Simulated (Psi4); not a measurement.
# One shape, several levels: C2H7AlO (SMILES C[CH2][AlH][OH])

We compute a comparison of 3 runs (SVWN5/6-31G*, r2SCAN/6-31G*, revPBE/6-31G*) of C2H7AlO. 

The results are computed with Psi4 1.11.

### Step 1. Starting point

The species is C2H7AlO (11 atoms), meant as a singlet with charge 0. As SMILES, `C[CH2][AlH][OH]`. The C1–C2 distance was set to 1.987 Å, away from the relaxed value.

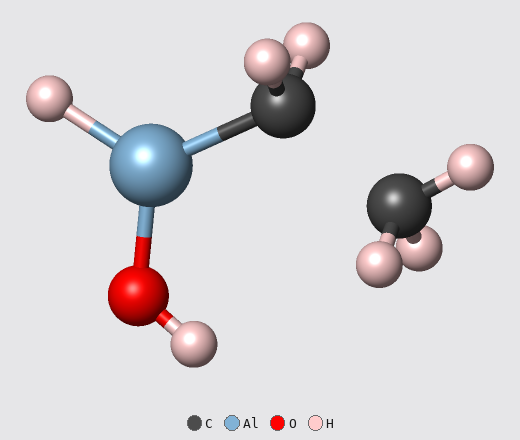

The structure, seen from a chosen angle (carbon dark grey, aluminium light blue, oxygen red, hydrogen pink).

### Step 2. Energy and gradient at SVWN5/6-31G(d) (spherical functions) (run 1)

run.py reads:

```python
import psi4

psi4.set_memory(2200000000)
psi4.set_num_threads(1)
psi4.set_output_file('output.dat', False)

molecule = psi4.geometry("""
0 1
C     -2.83058108     1.81759528    -0.19331142
C      0.33240283     0.73321374     1.51556035
Al     2.37066142    -1.79127139    -0.26040426
O      1.44110514    -2.97972015    -3.09782804
H     -4.11446101     0.22776869    -0.50530521
H     -3.87182017     3.22657508     0.90499740
H     -2.45074613     2.65644471    -2.04392022
H     -0.09316350    -0.01889726     3.40282983
H      1.54730775     2.37500779     1.88575770
H      4.95542882    -2.87748597     0.77932305
H     -0.08277000    -2.47573020    -3.92647294
units au
symmetry c1
""")

psi4.set_options({
    'basis': '6-31G*',
    'puream': True,
    'e_convergence': 1e-09,
    'd_convergence': 1e-08,
    'scf_type': 'pk',
    'dft_radial_points': 99,
    'dft_spherical_points': 590,
})

energy_value = psi4.gradient("scf", dft_functional={"name": "SVWN5", "x_functionals": {"LDA_X": {}}, "c_functionals": {"LDA_C_VWN": {}}}, molecule=molecule)
print('gradient / Eh bohr^-1')
print(energy_value.np.round(6))
```

The run is started by

```sh
$ python run.py
```

output.dat:

```text
[...]
  Running in c1 symmetry.
[...]
  Nuclear repulsion =  147.506337466200165
[...]
  Multiplicity = 1
[...]
  Nalpha       = 20
  Nbeta        = 20
[...]
    Number of basis functions: 74
[...]
   @RKS iter   1:  -395.09121522387989   -3.91820e-01   1.48220e-02 DIIS/ADIIS
[...]
   @RKS iter  12:  -395.66222346190648   -6.82121e-12   6.84511e-09 DIIS
[...]
  @RKS Final Energy:  -395.66222346190648
   => Energetics <=
    Nuclear Repulsion Energy =            147.5063374662001650
    One-Electron Energy =                -841.1483101854346387
    Two-Electron Energy =                 336.1976300583067996
    DFT Exchange-Correlation Energy =     -38.2178808009788185
    Empirical Dispersion Energy =           0.0000000000000000
    VV10 Nonlocal Energy =                  0.0000000000000000
    Total Energy =                       -395.6622234619064784
[...]
 Multipole Moments:
 ------------------------------------------------------------------------------------
     Multipole            Electronic (a.u.)      Nuclear  (a.u.)        Total (a.u.)
 ------------------------------------------------------------------------------------
 L = 1.  Multiply by 2.5417464519 to convert [e a0] to [Debye]
 Dipole X            :          4.6701269           -5.3311018           -0.6609749
 Dipole Y            :         -4.4224487            4.9253912            0.5029425
 Dipole Z            :         -1.9018693            1.9874476            0.0855782
 Magnitude           :                                                    0.8349626
[...]
  -Total Gradient:
     Atom            X                  Y                   Z
    ------   -----------------  -----------------  -----------------
       1       -0.053511505371     0.017947314229    -0.029637761284
       2        0.051953625446    -0.011647119998     0.037806867096
       3        0.012291689558    -0.008264110297     0.000375911573
       4       -0.016615477727     0.009993584201    -0.002068775894
       5       -0.003414570893     0.010937831882    -0.004063888291
       6       -0.005016654884    -0.003156828268    -0.010412740209
       7       -0.011616195614    -0.001019121301     0.003534783405
       8        0.011303856311     0.000497354354    -0.003840344934
       9        0.003466632690    -0.010873897255     0.003410033927
      10       -0.003971010976     0.001815720353    -0.001425066744
      11        0.015133923992    -0.006222549561     0.006337149046
[...]
```

The script printed:

```text
gradient / Eh bohr^-1
[[-0.053512  0.017947 -0.029638]
 [ 0.051954 -0.011647  0.037807]
 [ 0.012292 -0.008264  0.000376]
 [-0.016615  0.009994 -0.002069]
 [-0.003415  0.010938 -0.004064]
 [-0.005017 -0.003157 -0.010413]
 [-0.011616 -0.001019  0.003535]
 [ 0.011304  0.000497 -0.00384 ]
 [ 0.003467 -0.010874  0.00341 ]
 [-0.003971  0.001816 -0.001425]
 [ 0.015134 -0.006223  0.006337]]
```

Wall time 11 s (1 thread of AMD EPYC 9R45 (Zen 5), shared host); peak memory 0.57 GiB.

### Step 3. A single-point energy at r2SCAN/6-31G(d) (spherical functions) (run 2)

c2h7alo.xyz reads:

```xyz
11
C2H7AlO
C     -1.497879     0.961830    -0.102296
C      0.175900     0.388000     0.802000
Al     1.254500    -0.947900    -0.137800
O      0.762600    -1.576800    -1.639300
H     -2.177279     0.120530    -0.267396
H     -2.048879     1.707430     0.478904
H     -1.296879     1.405730    -1.081596
H     -0.049300    -0.010000     1.800700
H      0.818800     1.256800     0.997900
H      2.622300    -1.522700     0.412400
H     -0.043800    -1.310100    -2.077800
```

run.py reads:

```python
import psi4

psi4.set_memory(2200000000)
psi4.set_num_threads(1)
psi4.set_output_file('c2h7alo.out', False)

with open('c2h7alo.xyz') as f:
    atoms = ''.join(f.readlines()[2:])
m = psi4.geometry('0 1\n' + atoms + 'symmetry c1')

psi4.set_options({
    'basis': '6-31G*',
    'puream': True,
    'e_convergence': 1e-09,
    'd_convergence': 1e-08,
    'scf_type': 'pk',
    'dft_radial_points': 99,
    'dft_spherical_points': 590,
})

result, w = psi4.energy("r2scan", molecule=m, return_wfn=True)
psi4.oeprop(w, "WIBERG_LOWDIN_INDICES", "MAYER_INDICES", "QUADRUPOLE", title="R2SCAN")
print(f'r2scan energy: {result:.10f} Eh')
```

The run is started by

```sh
$ python run.py
```

c2h7alo.out:

```text
[...]
  Running in c1 symmetry.
[...]
  Nuclear repulsion =  147.506337387437128
[...]
  Multiplicity = 1
[...]
  Nalpha       = 20
  Nbeta        = 20
[...]
    Number of basis functions: 74
[...]
   @RKS iter   1:  -397.48240054249140   -6.42525e-01   1.31564e-02 DIIS/ADIIS
[...]
   @RKS iter  12:  -397.92281912254862   -1.59162e-12   3.51479e-09 DIIS
[...]
    Orbital Energies [Eh]
    ---------------------
    Doubly Occupied:
       1A    -55.742245     2A    -18.942061     3A    -10.057524
       4A    -10.042754     5A     -4.050558     6A     -2.593560
       7A     -2.585980     8A     -2.583786     9A     -0.924957
      10A     -0.660670    11A     -0.602630    12A     -0.454675
      13A     -0.377479    14A     -0.367208    15A     -0.341348
      16A     -0.324828    17A     -0.302271    18A     -0.277566
      19A     -0.273040    20A     -0.238856
[...]
  @RKS Final Energy:  -397.92281912254862
   => Energetics <=
    Nuclear Repulsion Energy =            147.5063373874371280
    One-Electron Energy =                -841.1930904501673467
    Two-Electron Energy =                 336.3160193620920495
    DFT Exchange-Correlation Energy =     -40.5520854219105047
    Empirical Dispersion Energy =           0.0000000000000000
    VV10 Nonlocal Energy =                  0.0000000000000000
    Total Energy =                       -397.9228191225486171
[...]
 Multipole Moments:
 ------------------------------------------------------------------------------------
     Multipole            Electronic (a.u.)      Nuclear  (a.u.)        Total (a.u.)
 ------------------------------------------------------------------------------------
 L = 1.  Multiply by 2.5417464519 to convert [e a0] to [Debye]
 Dipole X            :          4.7046690           -5.3311018           -0.6264328
 Dipole Y            :         -4.4382323            4.9253912            0.4871589
 Dipole Z            :         -1.8894731            1.9874476            0.0979745
 Magnitude           :                                                    0.7995879
 L = 2.  Multiply by 1.3450342976 to convert [e a0^2] to [Debye ang]
 Quadrupole XX       :       -214.9211655          190.5013330          -24.4198325
 Quadrupole XY       :        135.6432424         -133.2542889            2.3889535
[...]
```

The script printed:

```text
r2scan energy: -397.9228191225 Eh
```

Wall time 29 s (1 thread of AMD EPYC 9R45 (Zen 5), shared host); peak memory 1.6 GiB.

### Step 4. A single-point energy at revPBE/6-31G(d) (spherical functions) (run 3)

calc.dat reads:

```
memory 2200 MB

molecule system {
  C
  C 1 R2
  Al 2 R3 1 A3
  O 3 R4 2 A4 1 D4
  H 1 R5 2 A5 3 D5
  H 1 R6 5 A6 2 D6
  H 1 R7 5 A7 6 D7
  H 2 R8 3 A8 4 D8
  H 2 R9 8 A9 3 D9
  H 3 R10 4 A10 2 D10
  H 4 R11 3 A11 10 D11

  R2 = 1.9871
  R3 = 1.957353
  A3 = 116.27952
  R4 = 1.700583
  A4 = 121.12693
  D4 = -0.38562
  R5 = 1.093905
  A5 = 111.69953
  D5 = 59.81955
  R6 = 1.094218
  A6 = 106.94593
  D6 = -123.22362
  R7 = 1.093836
  A7 = 106.92451
  D7 = -114.28607
  R8 = 1.098417
  A8 = 107.59157
  D8 = 123.74166
  R9 = 1.098413
  A9 = 104.14862
  D9 = -114.05817
  R10 = 1.582401
  A10 = 115.00439
  D10 = -179.94686
  R11 = 0.955872
  A11 = 123.08474
  D11 = -179.94909
  units angstrom
  symmetry c1
  no_reorient
  no_com
}

set globals {
  puream               true
  e_convergence        1e-09
  d_convergence        1e-08
  scf_type             pk
  dft_radial_points    99
  dft_spherical_points 590
}

E, wfn = energy("revpbe/6-31G*", return_wfn=True)
oeprop(wfn, "LOWDIN_CHARGES", "MAYER_INDICES", "QUADRUPOLE", title="REVPBE")
```

The run is started by

```sh
$ psi4 -n 1 calc.dat calc.out
```

calc.out:

```text
[...]
  Running in c1 symmetry.
[...]
  Nuclear repulsion =  147.506351221950013
[...]
  Multiplicity = 1
[...]
  Nalpha       = 20
  Nbeta        = 20
[...]
    Number of basis functions: 74
[...]
   @RKS iter   1:  -397.42711546116459   -5.11977e-01   1.40959e-02 ADIIS/DIIS
[...]
   @RKS iter  12:  -397.94019786183804   -8.92442e-12   6.09549e-09 DIIS
[...]
    Orbital Energies [Eh]
    ---------------------
    Doubly Occupied:
       1A    -55.376649     2A    -18.753281     3A     -9.916103
       4A     -9.903549     5A     -3.918778     6A     -2.521702
       7A     -2.514385     8A     -2.512096     9A     -0.875790
      10A     -0.624978    11A     -0.570630    12A     -0.437004
      13A     -0.360118    14A     -0.350245    15A     -0.326092
      16A     -0.310509    17A     -0.287962    18A     -0.263127
      19A     -0.256552    20A     -0.226151
[...]
  @RKS Final Energy:  -397.94019786183804
   => Energetics <=
    Nuclear Repulsion Energy =            147.5063512219500126
    One-Electron Energy =                -841.1551847085776217
    Two-Electron Energy =                 336.2674732194286094
    DFT Exchange-Correlation Energy =     -40.5588375946390371
    Empirical Dispersion Energy =           0.0000000000000000
    VV10 Nonlocal Energy =                  0.0000000000000000
    Total Energy =                       -397.9401978618380440
[...]
 Multipole Moments:
 ------------------------------------------------------------------------------------
     Multipole            Electronic (a.u.)      Nuclear  (a.u.)        Total (a.u.)
 ------------------------------------------------------------------------------------
 L = 1.  Multiply by 2.5417464519 to convert [e a0] to [Debye]
 Dipole X            :         -0.0098375            0.0065288           -0.0033087
 Dipole Y            :         -5.1377129            5.6165836            0.4788708
 Dipole Z            :          4.3778033           -5.0083925           -0.6305892
 Magnitude           :                                                    0.7918149
 L = 2.  Multiply by 1.3450342976 to convert [e a0^2] to [Debye ang]
 Quadrupole XX       :        -33.4369167           10.8819384          -22.5549782
 Quadrupole XY       :         -0.6063700            0.6060977           -0.0002722
[...]
```

It took 12 s on 1 thread of AMD EPYC 9R45 (Zen 5), shared host; peak memory 1.4 GiB.

### Step 5. Overview of the runs

```
run                                level      task  energy (Eh)  dipole moment (D)  HOMO energy (eV)  LUMO energy (eV)  wall time
  1   SVWN5/6-31G* (spherical functions)  gradient  -395.662223               2.12             -6.25             -1.15       11 s
  2  r2SCAN/6-31G* (spherical functions)    energy  -397.922819               2.03             -6.50             -0.60       29 s
  3  revPBE/6-31G* (spherical functions)    energy  -397.940198               2.01             -6.15             -0.88       12 s
```

### Step 6. Summary of results

| quantity | value |
| --- | --- |
| run 3: total energy | -397.94020 Eh |
| run 3: dipole moment | 2.01 D |
| run 3: HOMO energy | -6.15 eV |
| run 3: LUMO energy | -0.88 eV |
| run 3: HOMO–LUMO gap | 5.27 eV |

What this shows: The dipole moment (its size) runs from 2.01 D (revPBE/6-31G*) to 2.12 D (SVWN5/6-31G*). The HOMO–LUMO gap runs from 5.11 eV (SVWN5/6-31G*) to 5.90 eV (r2SCAN/6-31G*). Totals of different functionals can't be ranked against each other. All runs together took 53 s, the longest 29 s.
